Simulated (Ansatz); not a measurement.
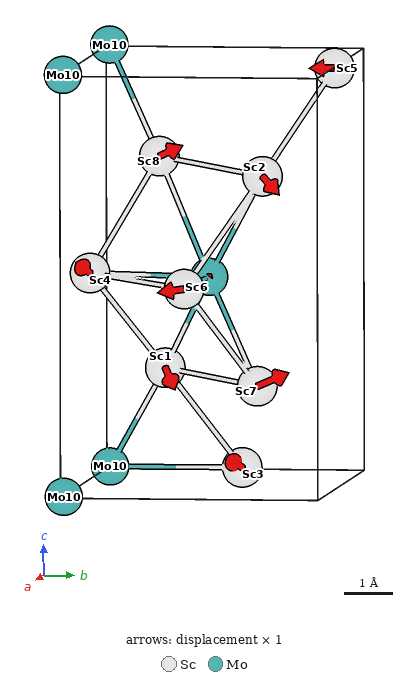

This is a relaxation of a crystal of Sc$_{4}$Mo (a generated structure, set up in P1) (coarse preliminary run). The starting structure is drawn; red arrows show the displacements (the part carried along by the change of the cell is left out), at their true length.

The picture is a ball-and-stick view of the cell of the calculation, seen slightly off an axis.

All numbers below come from DFT PBE, scalar-relativistic, plane waves, PAW (Ansatz 0.2.0).

The input:
```yaml
crystal:
  lattice:
    - [3.2359847366, -3.1944472452, 3.2395742276]
    - [3.1617952748, 3.1183590903, -3.2414729207]
    - [-0.0779868479, 6.2533948348, 6.4216356476]
  atoms:
    - { symbol: Sc, position: [0.2473390373, 0.2722275318, 0.2567553363] }
    - { symbol: Sc, position: [0.7818892497, 0.7479697534, 0.7513464486] }
    - { symbol: Sc, position: [1.02307718, 0.5298458419, 1.0057354463] }
    - { symbol: Sc, position: [0.4884380327, 0.024188512, 0.497138586] }
    - { symbol: Sc, position: [0.4675600729, 0.9720460125, -0.0134627816] }
    - { symbol: Sc, position: [0.9880940138, 0.479551367, 0.4974817238] }
    - { symbol: Sc, position: [0.726033758, 0.7161864001, 0.2496925445] }
    - { symbol: Sc, position: [0.2711027274, 0.2549763295, 0.7598106208] }
    - { symbol: Mo, position: [0.501281258, 0.4893450746, 0.4915557978] }
    - { symbol: Mo, position: [0.0051846702, 0.0136631772, 0.0039462774] }
basis:
  ecutwfc: 420
kpoints:
  mp_grid: { grid: [4, 4, 4] }
hamiltonian:
  xc: pbe
scf:
  occupations: { method: gaussian, width: 0.2 }
  lower_state_search: "off"
output:
  forces: true
  stress: true
  eigenvalues: true
relax:
  adjacent_minimum: "off"
  f_tol: 0.025
  max_steps: 60
  cell: { stress_tol: 0.25 }
```

Command:
```bash
ansatz run input.yaml --threads 1 --pin off --max-ram 2560MiB --backend cpu --events-out ev --progress --plain --runs-dir out
```

Q: Atoms of which element are displaced furthest, and by how much?

A: Scandium: up to 0.90 Å, against 0.10 Å for molybdenum.

Q: Describe the change and its energy.

A: The energy falls by 4.069 eV per cell of the calculation in 7 accepted moves (8 points after the start). The largest force component goes from 1.1 to 0.0083 eV/Å. The pressure goes from 0.46 to −0.01 GPa. At 1 point the geometry stayed and the basis and grid were re-selected for the new cell (energy shift of 3.0 meV per cell of the calculation at most each time). The largest move relative to the cell is that of Sc7, 0.90 Å along [2 3 1]. By element the largest moves are Sc 0.90 Å, Mo 0.10 Å. The volume changes by −8.4 %, with a 5.583 → 5.369 Å (−3.8 %), b 5.498 → 5.369 Å (−2.4 %), c 8.964 → 8.610 Å (−3.9 %), α 91.8° → 88.2°, β 89.3° → 91.8°, γ 109.5° → 106.6°. Among the contacts that change: Sc1–Sc3 4.660 → 3.122 Å, Sc6–Sc7 4.481 → 3.121 Å, Sc4–Sc7 4.591 → 3.317 Å, Sc2–Sc4 4.368 → 3.119 Å. New bonds form: Sc1–Sc3 (4.66 → 3.12 Å), Sc2–Sc4 (4.37 → 3.12 Å), Sc2–Sc6 (4.49 → 3.32 Å), Sc3–Sc8 (4.53 → 3.32 Å). The space group (tolerance 0.01 Å) goes from P1 (No. 1) to I222 (No. 23).
